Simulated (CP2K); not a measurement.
# SiHCl2O (SMILES [O][SiH](Cl)Cl): GFN2-xTB

What is the vertical ionisation energy of SiHCl2O at GFN2-xTB? 

Program for the calculation: CP2K 2026.2.

9 further runs of the same task are left out: 7 that didn't finish, 2 set aside as unsound or not needed.

## 1. The structure to begin with

SiHCl2O has 5 atoms, charge 0, and is taken as a doublet. SMILES: `[O][SiH](Cl)Cl`. The coordinates come from a PBE0-D4/def2-TZVP relaxation.

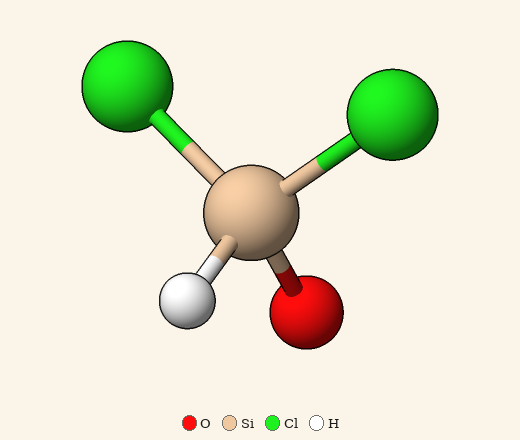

Viewed from a chosen angle; oxygen red, silicon light orange, chlorine green, hydrogen white.

## 2. The energy at GFN2-xTB

The input, gas.inp:

```
&GLOBAL
 PROJECT gas
 RUN_TYPE ENERGY
 PRINT_LEVEL MEDIUM
&END GLOBAL
&FORCE_EVAL
 METHOD QUICKSTEP
 &DFT
  CHARGE 0
  MULTIPLICITY 2
  LSD T
  ! Quickstep
  &QS
   METHOD XTB
   EPS_DEFAULT 1.0E-10
   &XTB
    GFN_TYPE TBLITE
    &TBLITE
     METHOD GFN2
    &END TBLITE
    CHECK_ATOMIC_CHARGES F
   &END XTB
  &END QS
  ! no periodic images
  &POISSON
   PERIODIC NONE
   POISSON_SOLVER ANALYTIC
  &END POISSON
  ! self-consistent field
  &SCF
   SCF_GUESS ATOMIC
   EPS_SCF 1.0E-07
   MAX_SCF 150
   ADDED_MOS 4
   &DIAGONALIZATION
    ALGORITHM STANDARD
   &END DIAGONALIZATION
   &MIXING
    METHOD DIRECT_P_MIXING
    ALPHA 0.4
   &END MIXING
   &SMEAR ON
    METHOD FERMI_DIRAC
    ELECTRONIC_TEMPERATURE [K] 300
    FIXED_MAGNETIC_MOMENT 1.0
   &END SMEAR
  &END SCF
  &PRINT
   &MOMENTS
    PERIODIC F
    REFERENCE COM
    MAX_MOMENT 1
   &END MOMENTS
   &MO ON
    ENERGIES T
    OCCUPATION_NUMBERS T
    NDIGITS 6
    &EACH
     QS_SCF 0
    &END EACH
    ADD_LAST NUMERIC
   &END MO
   &HIRSHFELD OFF
   &END HIRSHFELD
  &END PRINT
 &END DFT
 ! structure
 &SUBSYS
  &CELL
   ABC [angstrom] 18.6 19 18.8
   PERIODIC NONE
  &END CELL
  &COORD
   O      0.092100    -0.719000     1.517100
   Si     0.084300    -0.040000     0.014900
   Cl    -0.523700     1.894600     0.060800
   Cl    -1.112100    -1.056100    -1.269800
   H      1.509200    -0.153100    -0.364300
  &END COORD
  &TOPOLOGY
   &CENTER_COORDINATES
   &END CENTER_COORDINATES
  &END TOPOLOGY
 &END SUBSYS
&END FORCE_EVAL
```

Run with:

```console
OMP_NUM_THREADS=1 cp2k.psmp -i gas.inp > gas.out 2>&1
```

What it wrote, cut to the lines that bear on the results:

```text
CP2K| version string:                                       CP2K version 2026.2
[...]
 GLOBAL| Method name                                                        CP2K
[...]
 GLOBAL| Run type                                                         ENERGY
[...]
                             - Atoms:                                          5
[...]
                             - Spherical basis functions:                     32
[...]
 Number of electrons:                                                         13
[...]
  *** SCF run converged in    40 steps ***
[...]
  Fermi energy:                                                -0.33344487774161
[...]
 TB_DIPOLE| Moment [Debye]          1.76536640       0.50083864      -1.89159131
 TB_DIPOLE| Derivative [a.u.]       0.00000000       0.00000000       0.00000000
[...]
 ENERGY| Total FORCE_EVAL ( QS ) energy [hartree]            -15.444192370336451
[...]
```

Wall time 0.36 s (1 thread of Arm Neoverse V1, shared host); peak memory 0.14 GiB.

## 3. The singlet cation at the same level

The input, run.inp:

```
&GLOBAL
  PROJECT run
  RUN_TYPE ENERGY
  PRINT_LEVEL MEDIUM
&END GLOBAL

&FORCE_EVAL
  METHOD QUICKSTEP
  &DFT
    CHARGE 1
    MULTIPLICITY 1
    &QS
      METHOD XTB
      EPS_DEFAULT 1.0E-10
      &XTB
        GFN_TYPE TBLITE
        &TBLITE
          METHOD GFN2
        &END TBLITE
        CHECK_ATOMIC_CHARGES F
      &END XTB
    &END QS
    &POISSON
      PERIODIC NONE
      POISSON_SOLVER ANALYTIC
    &END POISSON
    &SCF
      SCF_GUESS ATOMIC
      EPS_SCF 1.0E-07
      MAX_SCF 150
      ADDED_MOS 4
      &DIAGONALIZATION
        ALGORITHM STANDARD
      &END DIAGONALIZATION
      &MIXING
        METHOD DIRECT_P_MIXING
        ALPHA 0.4
      &END MIXING
    &END SCF
    &PRINT
      &MOMENTS
        PERIODIC F
        REFERENCE COM
        MAX_MOMENT 1
      &END MOMENTS
      &MO ON
        ENERGIES T
        OCCUPATION_NUMBERS T
        NDIGITS 6
        &EACH
          QS_SCF 0
        &END EACH
        ADD_LAST NUMERIC
      &END MO
      &HIRSHFELD OFF
      &END HIRSHFELD
    &END PRINT
  &END DFT
  &SUBSYS
    &CELL
      ABC [angstrom] 18.6 19 18.8
      PERIODIC NONE
    &END CELL
    &COORD
      O      0.092100    -0.719000     1.517100
      Si     0.084300    -0.040000     0.014900
      Cl    -0.523700     1.894600     0.060800
      Cl    -1.112100    -1.056100    -1.269800
      H      1.509200    -0.153100    -0.364300
    &END COORD
    &TOPOLOGY
      &CENTER_COORDINATES
      &END CENTER_COORDINATES
    &END TOPOLOGY
  &END SUBSYS
&END FORCE_EVAL
```

Run with:

```console
OMP_NUM_THREADS=1 cp2k.psmp -i run.inp > run.out 2>&1
```

What it wrote, cut to the lines that bear on the results:

```text
CP2K| version string:                                       CP2K version 2026.2
[...]
 GLOBAL| Method name                                                        CP2K
[...]
 GLOBAL| Run type                                                         ENERGY
[...]
                             - Atoms:                                          5
[...]
                             - Spherical basis functions:                     32
[...]
 Number of electrons:                                                         24
[...]
  *** SCF run converged in    75 steps ***
[...]
  Fermi energy:                                                -0.66905461328066
[...]
 TB_DIPOLE| Moment [Debye]          2.99290921       0.34932820      -2.09818962
 TB_DIPOLE| Derivative [a.u.]       0.00000000       0.00000000       0.00000000
[...]
 ENERGY| Total FORCE_EVAL ( QS ) energy [hartree]            -14.881039557602712
[...]
```

It took 0.4 s on 1 thread of Arm Neoverse V1, shared host; peak memory 0.14 GiB.

## 4. Results

Level: GFN2-xTB.

| quantity | value |
| --- | --- |
| doublet SiHCl2O: total energy | -15.44419 Eh |
| doublet SiHCl2O: dipole moment (from atomic charges alone) | 2.64 D |
| doublet SiHCl2O: HOMO energy (highest over α and β) | -12.21 eV |
| doublet SiHCl2O: LUMO energy (lowest over α and β) | -12.08 eV |
| doublet SiHCl2O: dispersion energy | -9.84 kJ/mol |
| singlet cation: total energy | -14.88104 Eh |
| singlet cation: HOMO energy | -18.24 eV |
| singlet cation: LUMO energy | -18.17 eV |
| singlet cation: HOMO–LUMO gap | 0.07 eV |
| singlet cation: dispersion energy | -8.61 kJ/mol |
| vertical ionisation energy (to the singlet cation) | 15.324 eV |

The vertical ionisation energy comes to 15.32 eV (1479 kJ/mol). Only the singlet of the ionised species was computed; a triplet could lie lower. No empirical shift is applied, and without it xTB methods put this difference several eV too high. The dipole (doublet SiHCl2O) comes from point charges on the atoms alone, without atomic dipoles, so it is partial.
